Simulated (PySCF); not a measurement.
## Electronic structure of C$_{2}$H$_{11}$BO$_{2}$Si$_{2}$ (SMILES O[BH2-][O+]1[SiH2]CC[SiH2]1) in real space

```xyz
18

O     1.6044    1.9075    0.0305
B     1.9329    0.6762   -0.7570
O     0.6259   -0.0428   -0.4211
Si   -0.2222    1.1464    0.5024
C    -1.7676   -0.0043    0.6547
C    -1.3467   -1.4800    0.6027
Si    0.1006   -1.5948   -0.6198
H     1.7589    2.7338   -0.4245
H     2.0030    0.8753   -1.9303
H     2.8483    0.0784   -0.2899
H     0.2916    1.2152    1.8684
H    -0.7775    2.2412   -0.3029
H    -2.4560    0.1879   -0.1702
H    -2.3325    0.1963    1.5644
H    -1.0093   -1.7917    1.5936
H    -2.1859   -2.1263    0.3457
H     1.1887   -2.4844   -0.2270
H    -0.2656   -1.7275   -2.0316
```

Geometry: GFN2-xTB.

Method: PySCF, CAM-B3LYP/def2-SVPD, SCF density, gas phase.

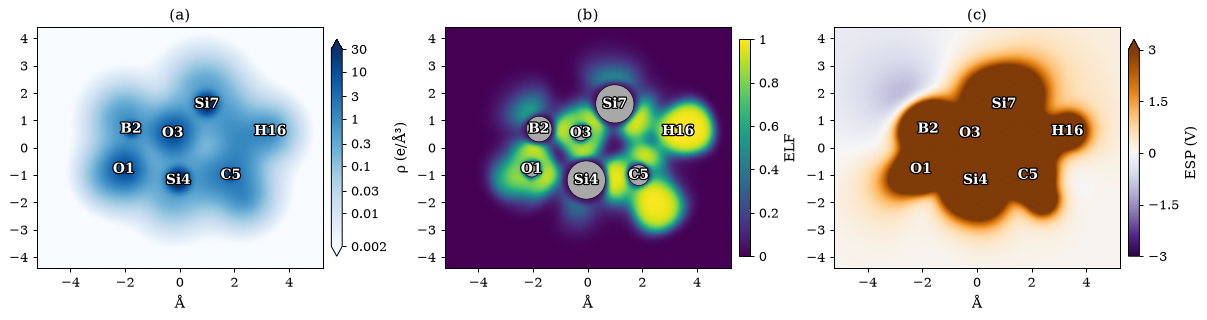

Figure 1. (a) electron density; (b) ELF; (c) electrostatic potential on the plane of atoms B2, O3 and Si4. Grey discs cover the atomic cores in the ELF map.

> Interpret the plot.

The section cuts through O, B, Si, C and H sites. B–O (1.50 Å): the density is about 1.5 e/Å³ at the midpoint; the ELF peaks at about 0.90 between the atoms, as expected for a polar covalent bond. Si–O (1.65 Å): ρ is about 1.1 e/Å³ halfway; the ELF peaks at about 0.90 between the atoms (a shared but strongly polarised pair). Si–O (1.73 Å): ρ at the midpoint is about 0.91 e/Å³; the ELF peaks at about 0.90 between the atoms; a shared but strongly polarised pair. Outside the dense part of the molecule the potential is most negative (−1.0 V) near H10, which lies off the plane.

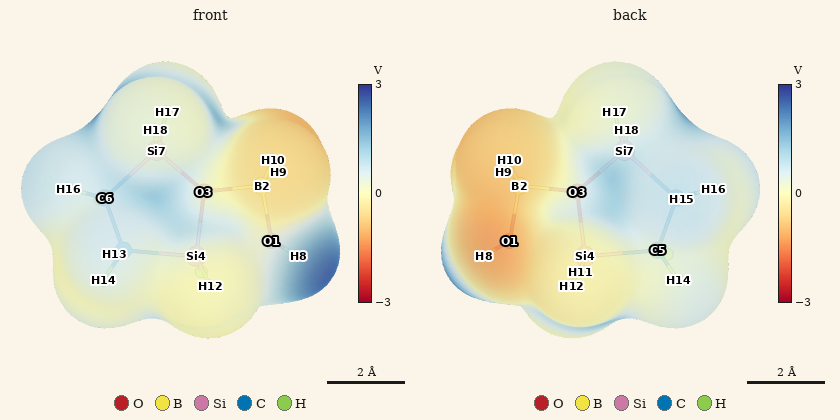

Figure 2. The electrostatic potential painted on the density surface at 0.002 e/bohr³, seen from the front and from behind; the colour scale runs from red (negative) to blue (positive).

> Where is the surface potential most negative and most positive?

The most negative region (about −1.3 V, or −30 kcal/mol for a unit charge) lies over O1, the most positive (about +2.4 V, or +55 kcal/mol for a unit charge) over H8. O1 is the likeliest acceptor of a hydrogen bond.

> What dipole moment does the calculation give?

Its dipole moment is 1.96 D.
